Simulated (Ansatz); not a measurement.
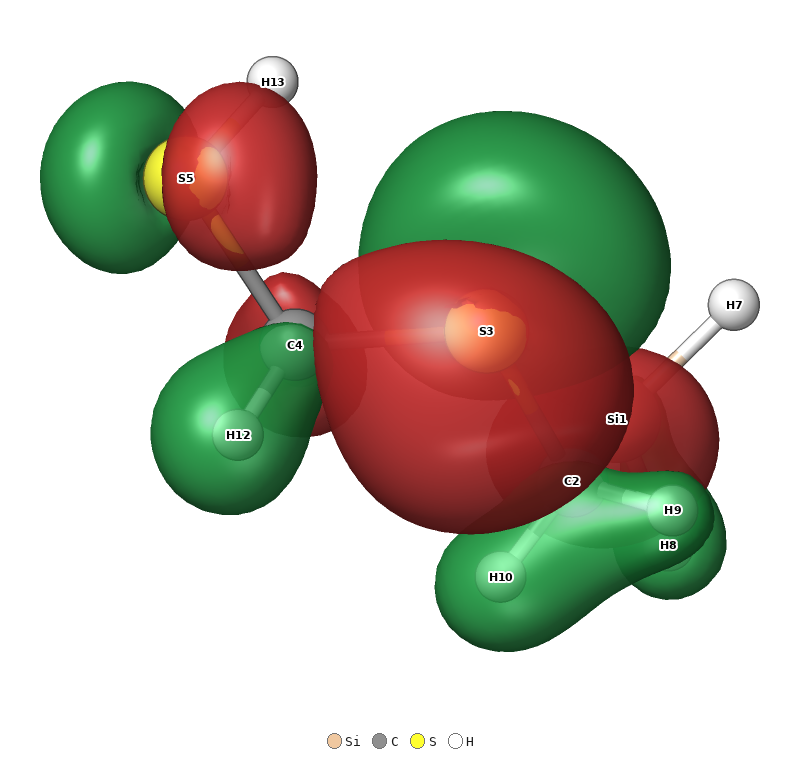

*C2H8S2Si (SMILES [SiH3]CSCS). One frontier orbital at ±0.06 Å⁻³ᐟ² (green and red are the two phases), seen at an oblique angle.*

The calculation used RKS r2SCAN-D4/6-31G in Ansatz 0.2.0.

Input

```
crystal:
  periodic: [false, false, false]
  atoms:
    - { symbol: Si, position_ang: [-1.5687, -0.9721, -0.7726] }
    - { symbol: C, position_ang: [0.2047, -1.1818, -0.6176] }
    - { symbol: S, position_ang: [1.0752, 0.4061, -0.6991] }
    - { symbol: C, position_ang: [1.0291, 0.9375, 1.0445] }
    - { symbol: S, position_ang: [1.936, 2.4124, 1.3105] }
    - { symbol: H, position_ang: [-2.1272, -0.0842, 0.3409] }
    - { symbol: H, position_ang: [-1.9461, -0.2609, -2.0613] }
    - { symbol: H, position_ang: [-2.2798, -2.2188, -0.7372] }
    - { symbol: H, position_ang: [0.5726, -1.7755, -1.4063] }
    - { symbol: H, position_ang: [0.4694, -1.7075, 0.3286] }
    - { symbol: H, position_ang: [-0.0985, 1.1489, 1.305] }
    - { symbol: H, position_ang: [1.3365, 0.1478, 1.7315] }
    - { symbol: H, position_ang: [1.4171, 3.1133, 0.248] }
basis:
  gaussian: { orbitals: "6-31G" }
hamiltonian:
  xc: r2scan
  dispersion: d4
relax:
  f_tol: 0.015
  max_steps: 40
output:
  orbitals: {}
```

Command:

```sh
ansatz run input.yaml --threads 1 --pin off --max-ram 2048MiB --backend cpu --events-out ev --progress --plain --runs-dir out
```

The fields are those of the relaxed geometry.

Q: Which orbital is it: HOMO or LUMO?

A: The HOMO, at −5.60 eV. Its weight (Hirshfeld) is mainly on S3 (about 70 %); largely a lone pair of S3.
